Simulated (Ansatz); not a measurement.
ClGeH$_{3}$···HBr

```xyz
7

Ge   -1.0673    0.0801   -0.2075
Cl   -0.0167   -1.6649    0.6268
H    -0.4556    0.3470   -1.5889
H    -0.8481    1.2398    0.7725
H    -2.5460   -0.3270   -0.2994
H     2.0463   -0.4027    0.4918
Br    2.8875    0.7277    0.2045
```

Computed with RKS B3LYP-D4/def2-SVP in Ansatz 0.2.0.

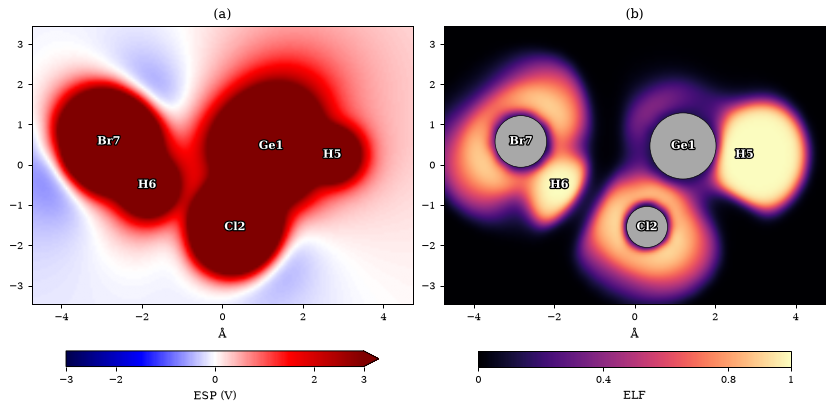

Figure 1. (a) electrostatic potential; (b) ELF on the plane of atoms Cl2, Ge1 and H5. Grey discs cover the atomic cores in the ELF map.

### What do the fields say about this system?

- Atoms in the plane: Ge, Cl, H and Br.
- Cl2···H6 (2.42 Å): the ELF dips to about 0.10 between them.
- Ge–Cl (2.20 Å): the ELF peaks at about 0.85 in the valence shell of Cl, 0.9 Å from its nucleus, and is about 0.65 at the midpoint.
- Br–H (1.44 Å): the ELF climbs to about 1 towards the hydrogen, as it does in any bond to H.
- Ge–H (1.54 Å): the ELF climbs to about 1 towards the hydrogen.
- The ELF also peaks beside Cl2 and Br7, away from the bonds: lone-pair regions.
- Outside the dense part of the complex the potential is most negative (−0.6 V) near Br7.

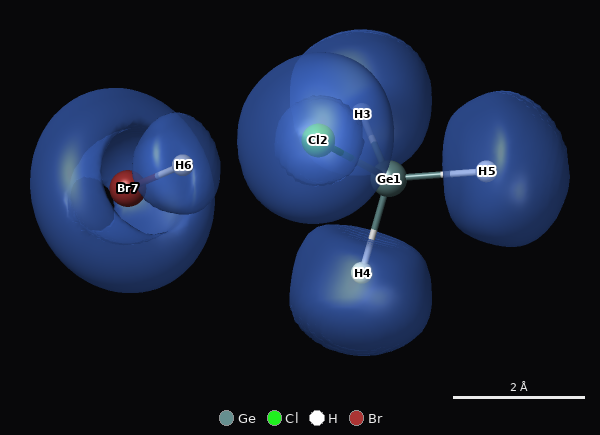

Figure 2. Isosurface of the ELF at 0.75 (blue), seen from one side. Core shells and regions of very low density are left out.

### What do the ELF domains correspond to?

The ELF exceeds this value in four regions around hydrogen nuclei, one ring or bowl of non-bonding electrons around Br and one region wrapped around Cl (its valence shell).

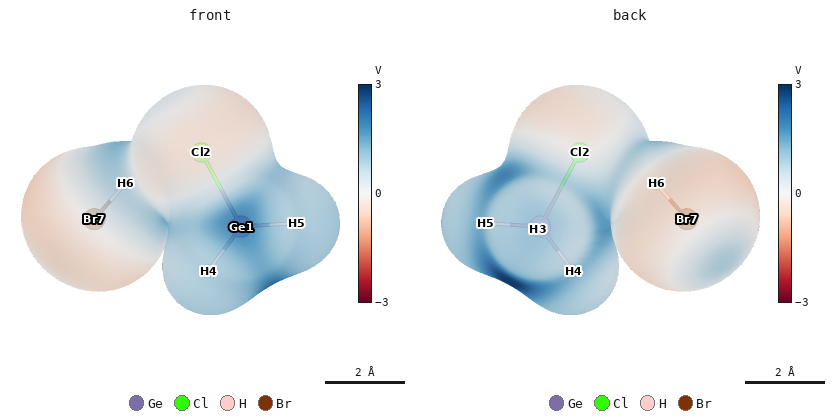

Figure 3. The molecular electrostatic potential painted on the density surface at 0.004 e/bohr³, seen from the front and from behind; red is negative and blue positive.

### Which sites attract a positive test charge, and which a negative one?

A positive charge is drawn to the negative regions and a negative charge to the positive ones. The most negative region (about −0.6 V) lies over Br7, the most positive (about +2.8 V) over Ge1. Br7 shows a σ-hole: about +1.0 V at the tip opposite its bond, against about −0.5 V on its flanks.
